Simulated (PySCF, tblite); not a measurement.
# C6H11F2NSi: geometry, infrared bands and NMR shifts

Wanted: the infrared bands and NMR shifts of C6H11F2NSi (`F[C@@H]1CCN[Si@@H]1[C@H]1C[C@@H]1F`), by calculation.

Computed with tblite 0.8.0 and PySCF 2.14.0, with density-fitted response routines of our own, on a single molecule in the gas phase. Atoms are numbered from 0 throughout.

## 1. The molecule as given

21 atoms, charge 0, multiplicity 1; geometry from: force field or distance geometry start.

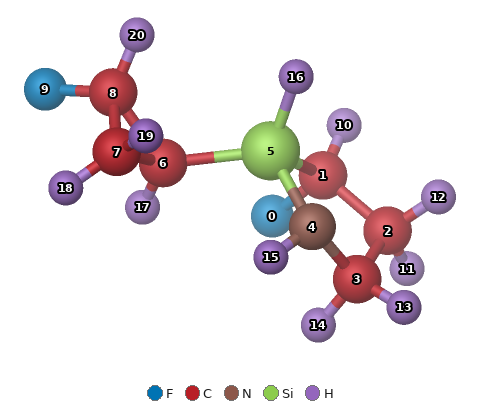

As it starts; fluorine blue, carbon red, nitrogen brown, silicon green, hydrogen purple, atoms numbered.

## 2. Optimising the geometry with GFN2-xTB

Job settings and geometry (Å):

```
{"job": {"kind": "relax", "xc": "GFN2-xTB", "basis": "xTB"}, "charge": 0, "multiplicity": 1}
F     -1.095000     0.770400     1.926100
C     -1.257900     1.253800     0.647600
C     -2.541700     0.662900     0.071600
C     -2.236400    -0.753300    -0.433000
N     -0.927100    -0.711300    -1.102000
Si     0.104300     0.512400    -0.435200
C      1.514900    -0.290500     0.464200
C      2.588500    -1.017400    -0.304700
C      2.883500     0.299400     0.323400
F      3.686300     0.292000     1.445800
H     -1.262200     2.339700     0.691000
H     -3.355300     0.647200     0.816600
H     -2.888800     1.279300    -0.770900
H     -3.008000    -1.127300    -1.106200
H     -2.184600    -1.436100     0.434400
H     -0.479500    -1.620300    -1.042100
H      0.538100     1.401100    -1.537300
H      1.248800    -0.695400     1.441200
H      3.033700    -1.894300     0.150800
H      2.544600    -1.061200    -1.385200
H      3.084800     1.165800    -0.296500
```

On the command line:

```bash
$ OMP_NUM_THREADS=1 python probes_run.py task.json out
```

This one command runs all jobs of the session in turn.

**Question.** This job is followed by: GFN2-xTB harmonic vibrations, gas phase; GIAO PBE0/pcSseg-1 NMR shielding, non-relativistic, gas phase. Predict these results of the whole session: strongest single infrared mode (GFN2-xTB); zero-point energy (GFN2-xTB); 13C shifts against TMS (PBE0/pcSseg-1); 1H shifts against TMS (PBE0/pcSseg-1); 19F shifts against CFCl3 (PBE0/pcSseg-1); 15N shifts against NH3 (PBE0/pcSseg-1); 29Si shifts against TMS (PBE0/pcSseg-1).

As calculated:

```
                                 quantity                                                                 value
strongest single infrared mode (GFN2-xTB)                                                 2201 cm⁻¹, 323 km/mol
             zero-point energy (GFN2-xTB)                                                        101.9 kcal/mol
   13C shifts against TMS (PBE0/pcSseg-1)                                  90.0, 73.3, 47.7, 38.2, 8.4, 4.4 ppm
    1H shifts against TMS (PBE0/pcSseg-1)  5.10, 4.55, 4.46, 3.71, 3.36, 2.42, 1.69, 1.22, 0.84, 0.45, 0.38 ppm
 19F shifts against CFCl3 (PBE0/pcSseg-1)                                                    -233.7, -256.8 ppm
   15N shifts against NH3 (PBE0/pcSseg-1)                                                              29.6 ppm
  29Si shifts against TMS (PBE0/pcSseg-1)                                                              -5.5 ppm
```

In words: The optimisation took 70 steps and gained 0.240 eV; among the close pairs (by a distance rule), C1–Si5 changed most, from 1.891 to 1.914 Å. All 57 modes are real, so the xTB geometry is a minimum. The strongest single mode, at 2201 cm⁻¹, moves mainly H16. GFN2-xTB is a fitted tight-binding method: band positions and strengths are rough. Its intensities can rank the bands wrongly. The most deshielded carbon is C1 (sp3 CH bonded to F and Si), at 90.0 ppm: pulled downfield by the heteroatom. The most deshielded hydrogen is H10 (hydrogen on an sp3 CH bonded to F and Si), at 5.10 ppm: its carbon carries F, hence the downfield position. At PBE0/pcSseg-1: The largest span, 145 ppm, is at C8, where the paramagnetic term is -138 ppm.
